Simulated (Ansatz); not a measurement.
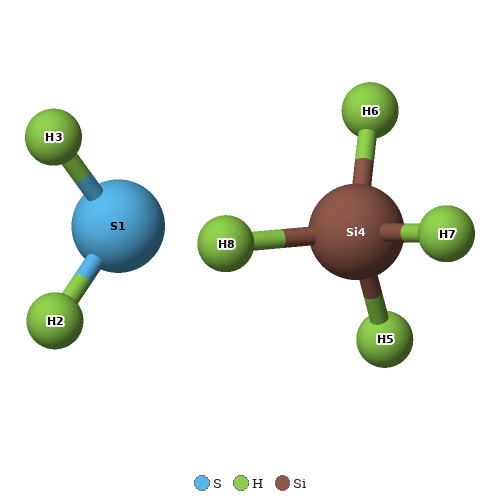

The system is the pair H₂S···H₄Si; the picture shows the reference structure. The turn is about an axis along (−0.17, −0.95, 0.25) in the frame of the relaxed pair, normal to the line between the partners. First axis: distance Si4···S1. Second axis: turn of S1, H2, H3 about Si4. The grid has 11 × 11 points. Points are written as (first, second). All energies are given in eV relative to the lowest grid point. These are results of Ansatz 0.2.0, RKS B3LYP-D4/def2-TZVPD, not measurements.

Its coordinates:

```tsv
atom	x (Å)	y (Å)	z (Å)
S	-0.2194	-0.8032	-2.2615
H	-0.8874	0.3414	-2.4789
H	0.9720	-0.2117	-2.4468
Si	0.0258	0.1309	1.4308
H	-1.3406	-0.3717	1.1705
H	1.0198	-0.9260	1.1436
H	0.1349	0.5245	2.8564
H	0.2949	1.3159	0.5858
```

Range: distance Si4···S1 from 3.206 to 4.606 Å; turn of S1, H2, H3 about Si4 from −90 to 90°.

Predict the map.

Answer. The lowest grid point is at (3.891 Å, 0°). The energy also falls towards the edge at (4.606 Å, 90°) (0.040 eV above the lowest) and (4.606 Å, −90°) (0.043 eV above the lowest), where a further well may lie outside the range. The highest grid point, (3.206 Å, −72°), lies 0.977 eV above the lowest. Round the minimum the two coordinates are nearly uncoupled.

| turn of S1, H2, H3 about Si4 ↓, distance Si4···S1 → | 3.206 | 3.262 | 3.353 | 3.465 | 3.594 | 3.736 | 3.891 | 4.056 | 4.230 | 4.414 | 4.606 |
| --- | --- | --- | --- | --- | --- | --- | --- | --- | --- | --- | --- |
| 90 | 0.582 | 0.497 | 0.384 | 0.278 | 0.191 | 0.128 | 0.085 | 0.059 | 0.046 | 0.040 | 0.040 |
| 72 | 0.803 | 0.689 | 0.535 | 0.391 | 0.271 | 0.182 | 0.121 | 0.082 | 0.060 | 0.049 | 0.045 |
| 54 | 0.745 | 0.639 | 0.496 | 0.362 | 0.251 | 0.169 | 0.112 | 0.077 | 0.057 | 0.048 | 0.045 |
| 36 | 0.462 | 0.393 | 0.301 | 0.216 | 0.147 | 0.098 | 0.066 | 0.047 | 0.039 | 0.037 | 0.038 |
| 18 | 0.197 | 0.162 | 0.116 | 0.076 | 0.046 | 0.028 | 0.019 | 0.017 | 0.019 | 0.024 | 0.030 |
| 0 | 0.097 | 0.074 | 0.046 | 0.022 | 0.007 | 0.000 | 0.000 | 0.004 | 0.011 | 0.019 | 0.027 |
| −18 | 0.201 | 0.165 | 0.119 | 0.078 | 0.048 | 0.029 | 0.020 | 0.017 | 0.020 | 0.025 | 0.031 |
| −36 | 0.504 | 0.430 | 0.331 | 0.238 | 0.163 | 0.109 | 0.073 | 0.052 | 0.042 | 0.038 | 0.039 |
| −54 | 0.865 | 0.743 | 0.578 | 0.423 | 0.294 | 0.198 | 0.131 | 0.088 | 0.064 | 0.051 | 0.046 |
| −72 | 0.977 | 0.840 | 0.655 | 0.480 | 0.334 | 0.225 | 0.148 | 0.098 | 0.069 | 0.054 | 0.048 |
| −90 | 0.733 | 0.629 | 0.488 | 0.356 | 0.247 | 0.165 | 0.109 | 0.074 | 0.055 | 0.045 | 0.043 |

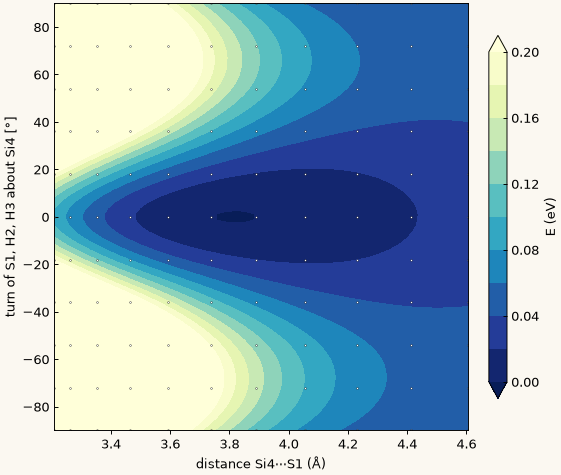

Drawn: filled contours, dots at the grid points, one colour for all values above the top of the scale. Between grid points the surface is interpolated.

The whole map (121 points run) took 13 min on 1 thread of Arm Neoverse V1, with other jobs on the host.
